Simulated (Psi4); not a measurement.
# SnH2ClO (SMILES [OH][SnH][Cl]) at UB3LYP/def2-TZVPD (density fitting, core potential, sweep point 6)

Aim: the vertical electron affinity of SnH2ClO at UB3LYP/def2-TZVPD (density fitting, core potential, sweep point 6), from 2 runs. 

The results are computed with Psi4 1.11.

4 further runs of the same task are left out: 4 set aside as unsound or not needed.

### Step 1. Starting point

The species is SnH2ClO (5 atoms), meant as a doublet with charge 0. As SMILES, `[OH][SnH][Cl]`. The coordinates come from a PBE0-D4/def2-TZVP relaxation. This is one conformer, not always the lowest.

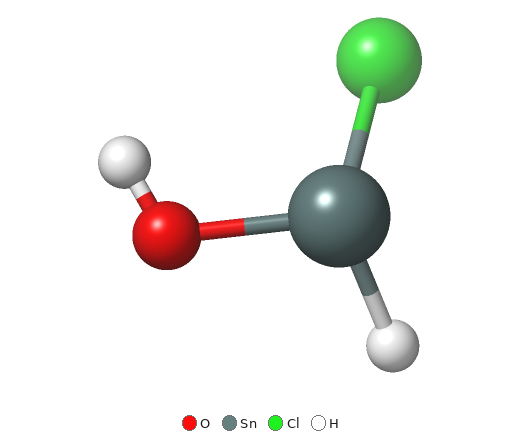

The structure, seen from a chosen angle (oxygen red, tin teal, chlorine green, hydrogen white).

### Step 2. A single-point energy at UB3LYP/def2-TZVPD (density fitting, core potential, sweep point 6)

input.dat

```
memory 1600 MB

molecule system {
  0 2
  O     -1.283600     0.069700    -0.537300
  Sn     0.678700     0.118800    -0.475700
  Cl     1.263300    -1.237700     1.355600
  H     -1.653300    -0.790500    -0.318200
  H      1.044700     1.766200    -0.065800
  symmetry c1
}

set {
  basis                def2-TZVPD
  reference            uks
  puream               true
  scf_type             df
  dft_radial_points    99
  dft_spherical_points 590
  d_convergence        1e-08
  e_convergence        1e-08
  maxiter              150
}

energy('b3lyp')
print_variables()
```

Started as:

```sh
$ psi4 -i input.dat -o output.dat -n 1
```

output.dat:

```text
[...]
    !!!  WARNING: ECP capability is in beta. Please check occupations closely.  !!!
[...]
  Running in c1 symmetry.
[...]
  Nuclear repulsion =  175.205929457982222
[...]
  Multiplicity = 2
[...]
  Nalpha       = 25
  Nbeta        = 24
[...]
    Number of basis functions: 160
[...]
   @DF-UKS iter   1:  -750.60590815146156   -9.04874e-01   6.80949e-03 ADIIS/DIIS
[...]
   @DF-UKS iter  16:  -751.10070756226833   -9.09495e-13   2.13639e-09 DIIS
[...]
   @S^2 Observed:                7.544212307E-01
[...]
    Orbital Energies [Eh]
    ---------------------
    Alpha Occupied:
       1A   -101.511983     2A    -19.141054     3A     -9.444660
       4A     -7.204204     5A     -7.199079     6A     -7.198567
       7A     -5.134700     8A     -3.477267     9A     -3.474798
      10A     -3.472333    11A     -1.076578    12A     -1.062014
      13A     -1.058610    14A     -1.056031    15A     -1.055017
      16A     -0.975415    17A     -0.806092    18A     -0.542035
      19A     -0.457419    20A     -0.383246    21A     -0.362979
      22A     -0.349249    23A     -0.326861    24A     -0.320667
      25A     -0.244912
    Alpha Virtual:
[...]
  @DF-UKS Final Energy:  -751.10070756226833
   => Energetics <=
    Nuclear Repulsion Energy =            175.2059294579822222
    One-Electron Energy =               -1466.3367480842075565
    Two-Electron Energy =                 585.0866406398390609
    DFT Exchange-Correlation Energy =     -45.0565295758820170
    Empirical Dispersion Energy =           0.0000000000000000
    VV10 Nonlocal Energy =                  0.0000000000000000
    Total Energy =                       -751.1007075622683260
[...]
 Multipole Moments:
 ------------------------------------------------------------------------------------
     Multipole            Electronic (a.u.)      Nuclear  (a.u.)        Total (a.u.)
 ------------------------------------------------------------------------------------
 L = 1.  Multiply by 2.5417464519 to convert [e a0] to [Debye]
 Dipole X            :          7.8668373           -7.6774618            0.1893755
 Dipole Y            :         17.5699451          -17.4966484            0.0732967
 Dipole Z            :        -25.5522516           24.8941231           -0.6581285
 Magnitude           :                                                    0.6887442
[...]
```

Run time: 23 s. Hardware: 1 thread of Intel Xeon 6975P-C (Granite Rapids), shared host; peak memory 1.4 GiB.

### Step 3. The singlet anion

clh2osn.inp

```
memory 1600 MB

molecule {
  -1 1
  O     -1.283600     0.069700    -0.537300
  Sn     0.678700     0.118800    -0.475700
  Cl     1.263300    -1.237700     1.355600
  H     -1.653300    -0.790500    -0.318200
  H      1.044700     1.766200    -0.065800
  symmetry c1
}

set {
  basis def2-TZVPD
  puream true
  scf_type df
  dft_radial_points 99
  dft_spherical_points 590
  d_convergence 1e-08
  e_convergence 1e-08
}

energy('b3lyp')
```

Started as:

```sh
$ psi4 -i clh2osn.inp -o clh2osn.out -n 1
```

clh2osn.out:

```text
[...]
    !!!  WARNING: ECP capability is in beta. Please check occupations closely.  !!!
[...]
  Running in c1 symmetry.
[...]
  Nuclear repulsion =  175.205929457982222
[...]
  Multiplicity = 1
[...]
  Nalpha       = 25
  Nbeta        = 25
[...]
    Number of basis functions: 160
[...]
   @DF-RKS iter   1:  -750.52638819282174   -8.25355e-01   7.51549e-03 DIIS/ADIIS
[...]
   @DF-RKS iter  14:  -751.18189594435728   -4.20641e-12   2.35901e-09 DIIS
[...]
    Orbital Energies [Eh]
    ---------------------
    Doubly Occupied:
       1A   -101.312825     2A    -18.929162     3A     -9.246988
       4A     -7.004725     5A     -7.001832     6A     -7.001337
       7A     -4.888911     8A     -3.232544     9A     -3.228521
      10A     -3.225877    11A     -0.841199    12A     -0.818119
      13A     -0.811827    14A     -0.811409    15A     -0.808138
      16A     -0.759411    17A     -0.610408    18A     -0.326162
      19A     -0.248381    20A     -0.167663    21A     -0.157441
      22A     -0.149391    23A     -0.132857    24A     -0.127690
      25A     -0.005212
[...]
  @DF-RKS Final Energy:  -751.18189594435728
   => Energetics <=
    Nuclear Repulsion Energy =            175.2059294579822222
    One-Electron Energy =               -1476.9559639083588536
    Two-Electron Energy =                 595.8357083410295445
    DFT Exchange-Correlation Energy =     -45.2675698350101641
    Empirical Dispersion Energy =           0.0000000000000000
    VV10 Nonlocal Energy =                  0.0000000000000000
    Total Energy =                       -751.1818959443572794
[...]
 Multipole Moments:
 ------------------------------------------------------------------------------------
     Multipole            Electronic (a.u.)      Nuclear  (a.u.)        Total (a.u.)
 ------------------------------------------------------------------------------------
 L = 1.  Multiply by 2.5417464519 to convert [e a0] to [Debye]
 Dipole X            :          7.6203225           -7.6774618           -0.0571393
 Dipole Y            :         17.3820831          -17.4966484           -0.1145653
 Dipole Z            :        -25.0751374           24.8941231           -0.1810142
 Magnitude           :                                                    0.2217121
[...]
```

Run time: 15 s. Hardware: 1 thread of Intel Xeon 6975P-C (Granite Rapids), shared host; peak memory 1.4 GiB.

### Step 4. What came out

At UB3LYP/def2-TZVPD (density fitting, core potential, sweep point 6):

| quantity | value |
| --- | --- |
| doublet SnH2ClO: total energy | -751.10071 Eh |
| doublet SnH2ClO: dipole moment | 1.75 D |
| doublet SnH2ClO: HOMO energy (highest over α and β) | -6.66 eV |
| doublet SnH2ClO: LUMO energy (lowest over α and β) | -4.33 eV |
| doublet SnH2ClO: ⟨S²⟩ | 0.754 |
| singlet anion: total energy | -751.18190 Eh |
| singlet anion: HOMO energy | -0.14 eV |
| singlet anion: LUMO energy | 3.32 eV |
| singlet anion: HOMO–LUMO gap (to an unbound level, set by the basis) | 3.46 eV |
| vertical electron affinity (to the singlet anion) | 2.209 eV |

What this shows: At fixed nuclei the extra electron is bound by 2.21 eV (213 kJ/mol).
